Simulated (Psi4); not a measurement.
# AlNH2Cl (SMILES [NH2][Al][Cl]): UTPSSh/aug-cc-pVDZ

What is the vertical doublet–quartet gap of AlNH2Cl at UTPSSh/aug-cc-pVDZ? 

The calculation is run with Psi4 1.11.

2 further runs of the same task are left out: 2 set aside as unsound or not needed.

## (1) The structure to begin with

AlNH2Cl has 5 atoms, charge 0, and is taken as a doublet. As SMILES, `[NH2][Al][Cl]`. Geometry: relaxed at PBE0-D4/def2-TZVP. This is one conformer, not always the lowest.

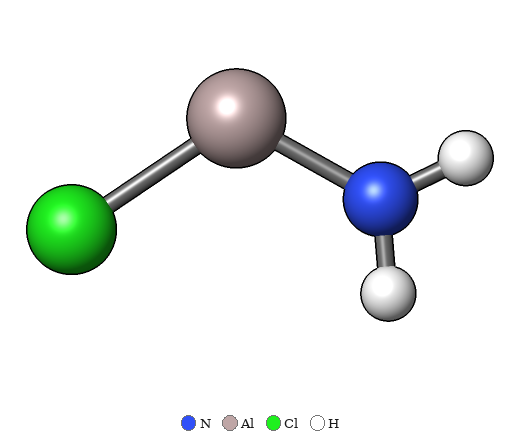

Viewed from a chosen angle; nitrogen blue, aluminium light grey, chlorine green, hydrogen white.

## (2) Energy and gradient at UTPSSh/aug-cc-pVDZ

job.py reads:

```python
import psi4

psi4.set_memory(2200000000)
psi4.set_num_threads(1)
psi4.set_output_file('run.log', False)

geom = psi4.geometry("""
0 2
N     -0.549400     0.461700    -0.232000
Al     0.402600    -0.291600     1.049100
Cl     1.907000    -1.649700     0.440800
H     -1.293600     1.123300    -0.083500
H     -0.416600     0.282700    -1.215900
units angstrom
symmetry c1
""")

psi4.set_options({
    'basis': 'aug-cc-pVDZ',
    'reference': 'uks',
    'puream': True,
    'e_convergence': 1e-09,
    'd_convergence': 1e-08,
    'scf_type': 'pk',
    'dft_radial_points': 99,
    'dft_spherical_points': 590,
    'maxiter': 100,
})

E, wfn = psi4.gradient("tpssh", molecule=geom, return_wfn=True)
psi4.oeprop(wfn, "LOWDIN_CHARGES", "WIBERG_LOWDIN_INDICES", "DIPOLE")
print('gradient / Eh bohr^-1')
print(E.np.round(6))
print(f'energy = {wfn.energy():.10f} Eh')
```

Run with:

```sh
$ python job.py
```

run.log, shortened:

```text
[...]
  Running in c1 symmetry.
[...]
  Nuclear repulsion =  119.524169334353630
[...]
  Multiplicity = 2
[...]
  Nalpha       = 20
  Nbeta        = 19
[...]
    Number of basis functions: 95
[...]
   @UKS iter   1:  -758.25168746391626   -7.42717e-02   1.02787e-02 ADIIS/DIIS
[...]
   @UKS iter  14:  -758.69225695385740   -2.61480e-12   9.31586e-09 DIIS
[...]
   @S^2 Observed:                7.521976186E-01
[...]
    Orbital Energies [Eh]
    ---------------------
    Alpha Occupied:
       1A   -101.371212     2A    -55.965642     3A    -14.253167
       4A     -9.363316     5A     -7.108493     6A     -7.103652
       7A     -7.103361     8A     -4.117544     9A     -2.662683
      10A     -2.661666    11A     -2.658686    12A     -0.825697
      13A     -0.784778    14A     -0.475313    15A     -0.437334
      16A     -0.369226    17A     -0.315464    18A     -0.311976
      19A     -0.259889    20A     -0.209010
    Alpha Virtual:
      21A     -0.052379    22A     -0.016197    23A     -0.002461
      24A      0.010202    25A      0.021285    26A      0.033355
[...]
  @UKS Final Energy:  -758.69225695385740
   => Energetics <=
    Nuclear Repulsion Energy =            119.5241693343536298
    One-Electron Energy =               -1286.3638414775678029
    Two-Electron Energy =                 457.4908068112227397
    DFT Exchange-Correlation Energy =     -49.3433916218659903
    Empirical Dispersion Energy =           0.0000000000000000
    VV10 Nonlocal Energy =                  0.0000000000000000
    Total Energy =                       -758.6922569538573953
[...]
  -Total Gradient:
     Atom            X                  Y                   Z
    ------   -----------------  -----------------  -----------------
       1        0.004410711802    -0.003477264380     0.006104294605
       2        0.000329838429    -0.001313996233    -0.016130098959
       3       -0.009167373083     0.008284229770     0.003881352249
       4        0.004873052301    -0.004308642133    -0.000515678278
       5       -0.000452300254     0.000820055263     0.006645333253
[...]
 Multipole Moments:
 ------------------------------------------------------------------------------------
     Multipole            Electronic (a.u.)      Nuclear  (a.u.)        Total (a.u.)
 ------------------------------------------------------------------------------------
 L = 1.  Multiply by 2.5417464519 to convert [e a0] to [Debye]
 Dipole X            :          3.0659133           -3.7462745           -0.6803611
 Dipole Y            :         -2.5256861            3.1189524            0.5932663
 Dipole Z            :          2.5574890           -2.6086102           -0.0511212
 Magnitude           :                                                    0.9041402
[...]
```

Standard output:

```text
gradient / Eh bohr^-1
[[ 0.004411 -0.003477  0.006104]
 [ 0.00033  -0.001314 -0.01613 ]
 [-0.009167  0.008284  0.003881]
 [ 0.004873 -0.004309 -0.000516]
 [-0.000452  0.00082   0.006645]]
energy = -758.6922569539 Eh
```

It took 65 s on 1 thread of Intel Xeon 6975P-C (Granite Rapids), shared host; peak memory 1.4 GiB.

## (3) The quartet, same level

input.json reads:

```json
{
 "schema_name": "qcschema_input",
 "schema_version": 1,
 "molecule": {
  "schema_name": "qcschema_molecule",
  "schema_version": 2,
  "symbols": ["N", "Al", "Cl", "H", "H"],
  "geometry": [-1.03821553, 0.87248655, -0.43841646, 0.76080374, -0.55104414, 1.98251168, 3.60370772, -3.11748119, 0.83299128, -2.44454971, 2.12272936, -0.15779213, -0.7872599, 0.53422558, -2.29771799],
  "molecular_charge": 0,
  "molecular_multiplicity": 4,
  "fix_symmetry": "c1"
 },
 "driver": "gradient",
 "model": {
  "method": "tpssh",
  "basis": "aug-cc-pVDZ"
 },
 "keywords": {
  "reference": "uks",
  "puream": true,
  "e_convergence": 1e-09,
  "d_convergence": 1e-08,
  "scf_type": "pk",
  "dft_radial_points": 99,
  "dft_spherical_points": 590,
  "maxiter": 100
 }
}
```

Run with:

```sh
$ psi4 --qcschema input.json -n 1 --memory 2200MB
```

stdout, shortened:

```text
[...]
  Running in c1 symmetry.
[...]
  Nuclear repulsion =  119.524169408045751
[...]
  Multiplicity = 4
[...]
  Nalpha       = 21
  Nbeta        = 18
[...]
    Number of basis functions: 95
[...]
   @UKS iter   1:  -757.94340443350802    2.34011e-01   1.06225e-02 ADIIS/DIIS
[...]
   @UKS iter  17:  -758.50802094212520   -2.50111e-12   2.33823e-09 DIIS
[...]
   @S^2 Observed:                3.755091789E+00
[...]
  @UKS Final Energy:  -758.50802094212520
   => Energetics <=
    Nuclear Repulsion Energy =            119.5241694080457506
    One-Electron Energy =               -1285.3896643405719260
    Two-Electron Energy =                 456.6708790677001275
    DFT Exchange-Correlation Energy =     -49.3134050772990875
    Empirical Dispersion Energy =           0.0000000000000000
    VV10 Nonlocal Energy =                  0.0000000000000000
    Total Energy =                       -758.5080209421251993
[...]
 Multipole Moments:
 ------------------------------------------------------------------------------------
     Multipole            Electronic (a.u.)      Nuclear  (a.u.)        Total (a.u.)
 ------------------------------------------------------------------------------------
 L = 1.  Multiply by 2.5417464519 to convert [e a0] to [Debye]
 Dipole X            :          2.3837871           -3.7462745           -1.3624873
 Dipole Y            :         -2.0231545            3.1189524            1.0957979
 Dipole Z            :          1.0553414           -2.6086102           -1.5532687
 Magnitude           :                                                    2.3387579
[...]
  -Total Gradient:
     Atom            X                  Y                   Z
    ------   -----------------  -----------------  -----------------
       1        0.036687071554    -0.028167399318     0.062842301433
       2       -0.031805184099     0.021984087687    -0.092646948371
       3       -0.016133796286     0.015052143310     0.014113967121
       4        0.011330626374    -0.010046885736    -0.001869144428
       5       -0.000087402136     0.001184741531     0.017544985977
[...]
```

The result, in JSON:

```text
{
 "driver": "gradient",
 "model": {
  "method": "tpssh",
  "basis": "aug-cc-pVDZ"
 },
 "success": true,
 "return_result": [0.0366870715535593, -0.028167399318499653, 0.06284230143298025, -0.03180518409907142, 0.021984087687369425, -0.09264694837091961, -0.016133796286180058, 0.015052143309949903, 0.014113967121417534, 0.011330626374413955, -0.01004688573568574, -0.0018691444277539188, -8.740213578042888e-05, 0.0011847415312565973, 0.01754498597726567],
 "properties": {
  "calcinfo_nbasis": 95,
  "calcinfo_nmo": 95,
  "calcinfo_nalpha": 21,
  "calcinfo_nbeta": 18,
  "calcinfo_natom": 5,
  "nuclear_repulsion_energy": 119.52416940804575,
  "return_energy": -758.5080209421252,
  "return_gradient": [0.0366870715535593, -0.028167399318499653, 0.06284230143298025, -0.03180518409907142, 0.021984087687369425, -0.09264694837091961, -0.016133796286180058, 0.015052143309949903, 0.014113967121417534, 0.011330626374413955, -0.01004688573568574, -0.0018691444277539188, -8.740213578042888e-05, 0.0011847415312565973, 0.01754498597726567],
  "scf_one_electron_energy": -1285.389664340572,
  "scf_two_electron_energy": 456.6708790677001,
  "scf_xc_energy": -49.31340507729909,
  "scf_dipole_moment": [-1.3624873472891403, 1.0957978741487548, -1.5532687296096073],
  "scf_total_energy": -758.5080209421252,
  "scf_total_gradient": [0.0366870715535593, -0.028167399318499653, 0.06284230143298025, -0.03180518409907142, 0.021984087687369425, -0.09264694837091961, -0.016133796286180058, 0.015052143309949903, 0.014113967121417534, 0.011330626374413955, -0.01004688573568574, -0.0018691444277539188, -8.740213578042888e-05, 0.0011847415312565973, 0.01754498597726567],
  "scf_iterations": 17
 }
}
```

Run time: 72 s. Hardware: 1 thread of Intel Xeon 6975P-C (Granite Rapids), shared host; peak memory 1.4 GiB.

## (4) Summary of results

Level: UTPSSh/aug-cc-pVDZ.

| quantity | value |
| --- | --- |
| doublet: total energy | -758.69226 Eh |
| doublet: dipole moment | 2.30 D |
| doublet: HOMO energy (highest over α and β) | -5.69 eV |
| doublet: LUMO energy (lowest over α and β) | -3.63 eV |
| doublet: ⟨S²⟩ | 0.752 |
| doublet: largest force on an atom | 0.832 eV/Å |
| quartet: total energy | -758.50802 Eh |
| quartet: dipole moment | 5.94 D |
| quartet: HOMO energy (highest over α and β) | -2.55 eV |
| quartet: ⟨S²⟩ | 3.755 |
| quartet: largest force on an atom | 5.162 eV/Å |
| vertical energy of the quartet above the doublet | 5.013 eV |

What this shows: At this shape the quartet lies 5.01 eV (484 kJ/mol) above the doublet. The largest force (doublet) is 0.83 eV/Å: the shape isn't a stationary point for this species at this level.
